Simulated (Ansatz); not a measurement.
## Geometry relaxation of CH₈BP (part 1 of 2)

The run: geometry relaxation of CH₈BP. Method and program: RKS LDA/def2-SVP (Ansatz 0.2.0).

The input holds or restrains some coordinates. It belongs to a series of runs on one base structure; here: pulled along the bonds that form and break, towards end B. Figures and captions count atoms from 1; the log counts them from 0 in places.

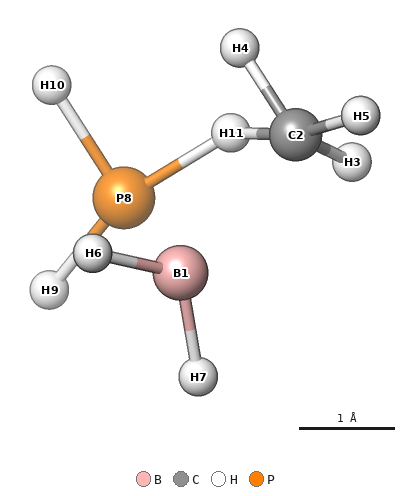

Figure 1. The structure as given in the input (ball-and-stick view, seen at a tilt; atoms are numbered from 1 in the order of the input). Bond lengths as drawn: B–H 1.19 Å, C–H 1.11 to 1.18 Å and H–P 1.42 Å.

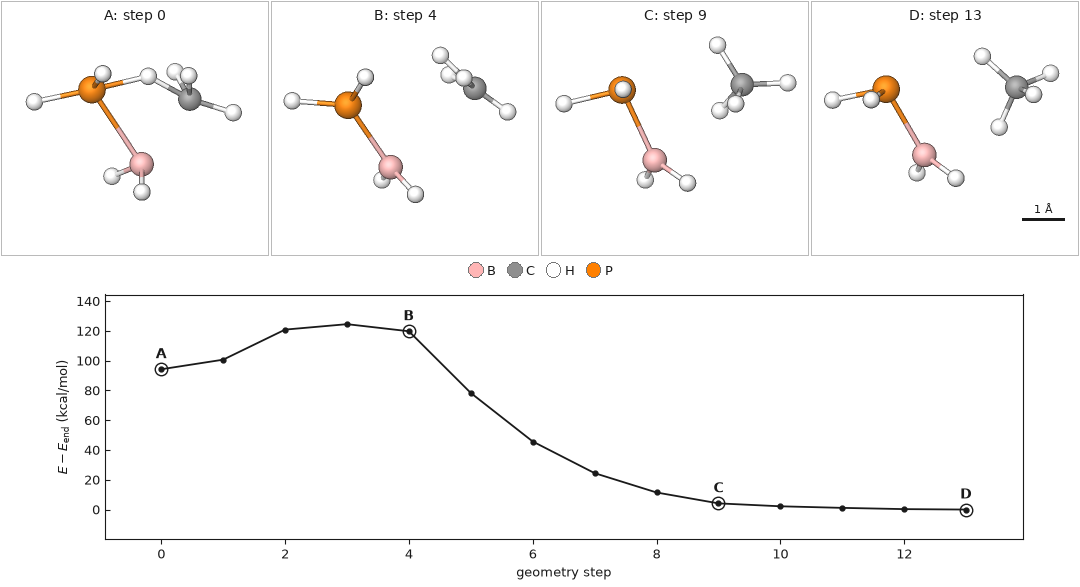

Figure 2. Frames of the restrained relaxation (ball-and-stick view, seen at a tilt) above the curves, on which the letters mark them (the first geometry is step 0 here and step 1 in the log).

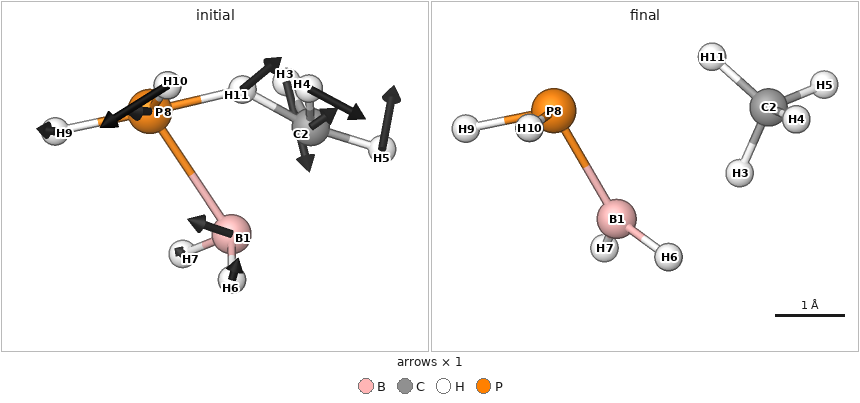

Figure 3. Before (left) and after (right) the restrained relaxation, at one scale (ball-and-stick view, seen at a tilt). The black arrows give the displacements, at true length. After 13 geometry steps the energy has fallen by 94.3 kcal/mol. The largest force component goes from 5.2 to 0.46 eV/Å. The atom that moves furthest after the best rigid fit is H3 (1.41 Å). By element the largest moves are H 1.41 Å, B 0.74 Å, C 0.51 Å, P 0.47 Å. Among the contacts that change: P8–H11 1.425 → 2.628 Å, B1–P8 2.210 → 1.896 Å, C2–H11 1.180 → 1.110 Å, B1–H7 1.190 → 1.221 Å. Bonds break: P8–H11 (1.42 → 2.63 Å). Among the angles that change: H5–C2–H11 167.9° → 111.9°, H4–C2–H11 60.9° → 109.4°, H3–C2–H11 69.9° → 107.9°. (Atoms are counted from 1 in the order of the input.)

The input that produced these results follows, with the program's output.

Input file:
```yaml
crystal:
  periodic: [false, false, false]
  atoms:
    - { symbol: B, position_ang: [0.0, 0.0, 0.0] }
    - { symbol: C, position_ang: [0.0, 0.0, 1.95] }
    - { symbol: H, position_ang: [-0.9996, -0.3092, 2.3205] }
    - { symbol: H, position_ang: [0.7676, -0.7111, 2.3205] }
    - { symbol: H, position_ang: [0.232, 1.0203, 2.3205] }
    - { symbol: H, position_ang: [1.0305, 0.0, -0.595] }
    - { symbol: H, position_ang: [-1.0305, 0.0, -0.595] }
    - { symbol: P, position_ang: [-0.283, -2.0781, 0.6969] }
    - { symbol: H, position_ang: [-0.8502, -2.8552, -0.3476] }
    - { symbol: H, position_ang: [0.9722, -2.6288, 1.0676] }
    - { symbol: H, position_ang: [-0.1575, -1.1566, 1.7763] }
basis:
  gaussian: { orbitals: def2-SVP }
hamiltonian:
  xc: lda
relax:
  f_tol: 0.15
  max_steps: 25
  restrain:
    - { distance: [0, 7], at: 1.91, k: 30.0 }
    - { distance: [10, 1], at: 1.11, k: 30.0 }
    - { distance: [0, 1], at: 2.8, k: 30.0 }
    - { distance: [10, 7], at: 2.62, k: 30.0 }
```

Run as:
```bash
ansatz run input.yaml --threads 2 --pin off --max-ram 3072MiB --backend cpu --events-out ev --progress --plain --runs-dir out
```

Output:
```
The last accepted step is kept in [file] (removed where the run ends without a failure and the disk answers)
Engine: ansatz 0.2.0, aarch64-unknown-linux-gnu
Functional definition: SPW92
  exchange = slater_x
  correlation = pw_c
983 factors; their error is unknown
mean field evaluation 1: about -11059.4887 eV, gradient 5.7e1 eV
mean field evaluation 2: about -11030.2713 eV, gradient 1.1e2 eV
mean field evaluation 4: about -11068.2537 eV, gradient 1.1e1 eV
mean field evaluation 8: about -11068.7108 eV, gradient 2.4e-1 eV
mean field evaluation 16: about -11068.6865 eV, gradient 2.9e-4 eV
mean field -11068.68650775 eV, -406.7667265345 hartree, gradient 5.4e-5 eV, S^2 0.000000; 0 other end points of the search recorded, 0 dependent functions left out
the calculation of the forces begins
reference -11068.68653816 eV, -406.7667276523 hartree; 17, 17 occupied and 69, 69 virtual orbitals, 983 factors
relax step   1: F+E_penalty+E_count = -11068.68650775 eV  Δ(F+E_penalty+E_count) = +0.000e0 eV  max|allowed force component| = 5.211e0 eV/Å  E_restraint = 33.68961672 eV  max|allowed force component, restraints' pulls added| = 3.397e1 eV/Å  Δτ_max = 0.0000 Å  (28 SCF iters, accepted)
  distance B 0 - P 7 = 2.2100 Å
  distance H 10 - C 1 = 1.1801 Å
  distance B 0 - C 1 = 1.9500 Å
  distance H 10 - P 7 = 1.4248 Å
these checks for a lower state are left out or cut short: starts, cluster_reference, orbital_swaps, neighbouring_geometries, increment
983 factors; their error is unknown
mean field -11068.40725957 eV, -406.7564643534 hartree, gradient 1.0e-5 eV, S^2 0.000000; 0 other end points of the search recorded, 0 dependent functions left out
[... from here on the field's lines of each further geometry are left out, up to the last ...]
relax step   2: F+E_penalty+E_count = -11068.40725957 eV  Δ(F+E_penalty+E_count) = +2.792e-1 eV  max|allowed force component| = 3.383e0 eV/Å  E_restraint = 16.06204669 eV  max|allowed force component, restraints' pulls added| = 1.994e1 eV/Å  Δτ_max = 0.1965 Å  (34 SCF iters, accepted)
relax step   3: F+E_penalty+E_count = -11067.53129430 eV  Δ(F+E_penalty+E_count) = +8.760e-1 eV  max|allowed force component| = 3.860e0 eV/Å  E_restraint = 5.54372650 eV  max|allowed force component, restraints' pulls added| = 1.076e1 eV/Å  Δτ_max = 0.1947 Å  (33 SCF iters, accepted)
relax step   4: F+E_penalty+E_count = -11067.37259316 eV  Δ(F+E_penalty+E_count) = +1.587e-1 eV  max|allowed force component| = 3.187e0 eV/Å  E_restraint = 0.86657806 eV  max|allowed force component, restraints' pulls added| = 5.009e0 eV/Å  Δτ_max = 0.1947 Å  (34 SCF iters, accepted)
relax step   5: F+E_penalty+E_count = -11067.57955005 eV  Δ(F+E_penalty+E_count) = -2.070e-1 eV  max|allowed force component| = 6.290e0 eV/Å  E_restraint = 0.05645158 eV  max|allowed force component, restraints' pulls added| = 7.664e0 eV/Å  Δτ_max = 0.1995 Å  (34 SCF iters, accepted)
relax step   6: F+E_penalty+E_count = -11069.37819874 eV  Δ(F+E_penalty+E_count) = -1.799e0 eV  max|allowed force component| = 2.920e0 eV/Å  E_restraint = 0.18253645 eV  max|allowed force component, restraints' pulls added| = 3.563e0 eV/Å  Δτ_max = 0.1947 Å  (34 SCF iters, accepted)
relax step   7: F+E_penalty+E_count = -11070.79143420 eV  Δ(F+E_penalty+E_count) = -1.413e0 eV  max|allowed force component| = 2.169e0 eV/Å  E_restraint = 0.18890289 eV  max|allowed force component, restraints' pulls added| = 3.362e0 eV/Å  Δτ_max = 0.1966 Å  (32 SCF iters, accepted)
relax step   8: F+E_penalty+E_count = -11071.71366299 eV  Δ(F+E_penalty+E_count) = -9.222e-1 eV  max|allowed force component| = 1.988e0 eV/Å  E_restraint = 0.05729252 eV  max|allowed force component, restraints' pulls added| = 1.896e0 eV/Å  Δτ_max = 0.1950 Å  (26 SCF iters, accepted)
relax step   9: F+E_penalty+E_count = -11072.27677009 eV  Δ(F+E_penalty+E_count) = -5.631e-1 eV  max|allowed force component| = 1.497e0 eV/Å  E_restraint = 0.02727945 eV  max|allowed force component, restraints' pulls added| = 1.265e0 eV/Å  Δτ_max = 0.1995 Å  (26 SCF iters, accepted)
relax step  10: F+E_penalty+E_count = -11072.59372590 eV  Δ(F+E_penalty+E_count) = -3.170e-1 eV  max|allowed force component| = 6.168e-1 eV/Å  E_restraint = 0.00795704 eV  max|allowed force component, restraints' pulls added| = 5.190e-1 eV/Å  Δτ_max = 0.1992 Å  (26 SCF iters, accepted)
relax step  11: F+E_penalty+E_count = -11072.67895871 eV  Δ(F+E_penalty+E_count) = -8.523e-2 eV  max|allowed force component| = 6.044e-1 eV/Å  E_restraint = 0.00390951 eV  max|allowed force component, restraints' pulls added| = 4.643e-1 eV/Å  Δτ_max = 0.2000 Å  (26 SCF iters, accepted)
relax step  12: F+E_penalty+E_count = -11072.72485942 eV  Δ(F+E_penalty+E_count) = -4.590e-2 eV  max|allowed force component| = 3.554e-1 eV/Å  E_restraint = 0.00272231 eV  max|allowed force component, restraints' pulls added| = 2.582e-1 eV/Å  Δτ_max = 0.2000 Å  (25 SCF iters, accepted)
relax step  13: F+E_penalty+E_count = -11072.76122505 eV  Δ(F+E_penalty+E_count) = -3.637e-2 eV  max|allowed force component| = 3.652e-1 eV/Å  E_restraint = 0.00397944 eV  max|allowed force component, restraints' pulls added| = 2.310e-1 eV/Å  Δτ_max = 0.2000 Å  (27 SCF iters, accepted)
the calculation of the forces begins
reference -11072.77401598 eV, -406.9169396916 hartree; 17, 17 occupied and 69, 69 virtual orbitals, 983 factors
relax step  14: F+E_penalty+E_count = -11072.77398475 eV  Δ(F+E_penalty+E_count) = -1.276e-2 eV  max|allowed force component| = 4.604e-1 eV/Å  E_restraint = 0.00368268 eV  max|allowed force component, restraints' pulls added| = 9.622e-2 eV/Å  Δτ_max = 0.1998 Å  (25 SCF iters, accepted)
  distance B 0 - P 7 = 1.8964 Å
  distance H 10 - C 1 = 1.1096 Å
  distance B 0 - C 1 = 2.7986 Å
  distance H 10 - P 7 = 2.6276 Å
983 factors; their error is unknown
mean field evaluation 128: about -11072.7740 eV, gradient 1.5e-2 eV
mean field -11072.77398475 eV, -406.9169385438 hartree, gradient 2.3e-5 eV, S^2 0.000000; 1 other end points of the search recorded, 0 dependent functions left out
the calculation of the forces begins
reference -11072.77401598 eV, -406.9169396916 hartree; 17, 17 occupied and 69, 69 virtual orbitals, 983 factors
Total energy: -11072.77401598 eV, -406.9169396916 hartree
Atom 0 at    -0.090531    -0.717373    -0.226655 Å, force    -0.005313    -0.460448     0.155994 eV/Å
Atom 1 at     0.033503     0.187141     2.418879 Å, force     0.011209     0.023323     0.021495 eV/Å
Atom 2 at    -0.376832     0.560273     1.445191 Å, force     0.028397    -0.014449     0.043002 eV/Å
Atom 3 at     1.142081     0.224148     2.385899 Å, force    -0.081802     0.007997     0.006481 eV/Å
Atom 4 at    -0.346540     0.841572     3.231604 Å, force    -0.000332    -0.039253    -0.063938 eV/Å
Atom 5 at     0.957211    -0.113184    -0.342313 Å, force     0.035924     0.009454    -0.037155 eV/Å
Atom 6 at    -1.152915    -0.205072    -0.541876 Å, force     0.040415     0.018333     0.054227 eV/Å
Atom 7 at    -0.127545    -2.477058     0.479337 Å, force    -0.051933     0.197813    -0.428363 eV/Å
Atom 8 at    -1.106012    -3.069576    -0.392369 Å, force     0.053371    -0.008037     0.062328 eV/Å
Atom 9 at     1.045447    -3.085068    -0.090087 Å, force    -0.049735     0.095679     0.011572 eV/Å
Atom 10 at    -0.296368    -0.864502     2.547089 Å, force     0.019799     0.169588     0.174358 eV/Å
Dipole moment:     0.025854    -0.041388    -0.005032 e Å
```

Trajectory as extended XYZ (Å, eV, eV/Å), 14 frames, from step=1 to step=14:
```
11
Properties=species:S:1:pos:R:3:forces:R:3 step=1 energy=-11068.68651
B     0.0000    0.0000    0.0000    0.1446  -3.0206   3.4309
C     0.0000    0.0000    1.9500    0.0469   5.2107  -1.7137
H    -0.9996   -0.3092    2.3205   -0.1967   0.9932   0.4710
H     0.7676   -0.7111    2.3205    1.1685   0.6654   0.9136
H     0.2320    1.0203    2.3205    0.3028   0.0194   0.4151
H     1.0305    0.0000   -0.5950    0.7555   0.5018  -0.0257
H    -1.0305    0.0000   -0.5950   -0.9555   0.7006   0.0899
P    -0.2830   -2.0781    0.6969    0.3360  -1.6491  -3.9653
H    -0.8502   -2.8552   -0.3476   -0.0799  -0.6935   0.2161
H     0.9722   -2.6288    1.0676    0.4042  -0.5039  -0.6017
H    -0.1575   -1.1566    1.7763   -1.9263  -2.2238   0.7698
11
Properties=species:S:1:pos:R:3:forces:R:3 step=2 energy=-11068.40726
B    -0.0057   -0.1175   -0.1178    0.2134  -2.9300   3.3502
C     0.0005    0.0472    2.1004    0.0422   1.7672  -2.8414
H    -1.0144   -0.2915    2.3415   -0.8459   0.8313   0.8877
H     0.7888   -0.6984    2.3453    1.2903   0.5471   1.1266
H     0.2430    1.0503    2.3495    0.5428   1.3646   0.7199
H     1.0513    0.0055   -0.6091    0.9990   0.6820  -0.2894
H    -1.0567    0.0085   -0.6087   -1.2687   0.9054  -0.2606
P    -0.2647   -2.1269    0.5074    1.3210   2.9861   1.9602
H    -0.8666   -2.8942   -0.3837   -0.7900  -2.2690  -1.8504
H     0.9724   -2.6383    1.0504    0.0089  -0.5015  -0.9382
H    -0.1664   -1.0633    1.9396   -1.5130  -3.3833  -1.8646
```
